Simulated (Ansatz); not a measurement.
Fields on a plane of HfC (rock salt)

```yaml
crystal:
  lattice:
    - [0.00000, 2.32577, 2.32577]
    - [2.32577, 0.00000, 2.32577]
    - [2.32577, 2.32577, 0.00000]
  atoms:
    - { symbol: C, position: [0.00000, 0.00000, 0.00000] }
    - { symbol: Hf, position: [0.50000, 0.50000, 0.50000] }
```

The slice is a {110} plane (indices of the conventional cell) through the point (0.000, 0.000, 0.000) (fractional), spanned by u = [100] and v = [1 -1 -1] in vectors of this cell: u (3.29 Å) and v (4.65 Å, at 90° to u). It covers one period; positions are fractions (u, v).

Atoms on it: C at (0.00, 0.00); Hf at (0.00, 0.50).

Level of theory: PBE (plane waves to 420 eV, PAW, scalar-relativistic; Ansatz, an electronic-structure program). k mesh 17×17×17. Near the nuclei the fields are pseudised (PAW); where an atom keeps semicore shells as valence, they peak there. HfC is run without spin polarisation. HfC was relaxed with its symmetry unable to fall. Spin-orbit coupling is left out, though Hf is heavy.

```
|xxxxxx999988663311113366889999xxxx|
|xxxx8899998866331111336688999988xx|
|9999999999775533111133557799999999|
|9999998877664422111122446677889999|
|6666665555443322111122334455556666|
|2211111111111111111111111111111111|
|2222110000000011111111000000001122|
|7766552200000000111100000000225566|
|9999886622000000111100000022668899|
|xxxx9988441100001111000011448899xx|
|xxxxxx996622000011110000226699xxxx|
|xxxxxx997722000011110000227799xxxx|
|xxxxxx996622000011110000226699xxxx|
|xxxx9988441100001111000011448899xx|
|9999886622000000111100000022668899|
|7766552200000000111100000000225566|
|2222110000000011111111000000001122|
|2211111111111111111111111111111111|
|6666665555443322111122334455556666|
|9999998877664422111122446677889999|
|9999999999775533111133557799999999|
|xxxx8899998866331111336688999988xx|
|xxxxxx999988663311113366889999xxxx|
|xxxxxx999988663311113366889999xxxx|
```
Scale: ten equal steps from 0.07 (start of '0') to 0.82 (end of '9'), in the order '0123456789'. Values: electron localisation function (ELF). The map has 17 points along u (two characters each, u = 0 at the left) and 24 along v (v = 0 in the bottom row). Points within 0.5 Å of a nucleus are blanked (x), as the pseudised field means little there.

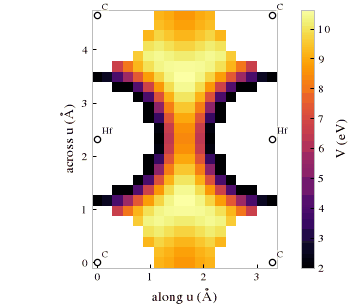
Electrostatic potential energy of an electron, from the cell's mean, in eV, one period of the plane, atoms marked. Points within 1 Å of a nucleus are left white, as the pseudised field means little there. Values under 2 eV are set to 2. The zero, the cell's mean, hangs on the PAW cores.

The density on the C–Hf line (2.33 Å) at its density minimum, 1.1 Å from C is 0.47 e/Å³ and the ELF at that point is 0.3.
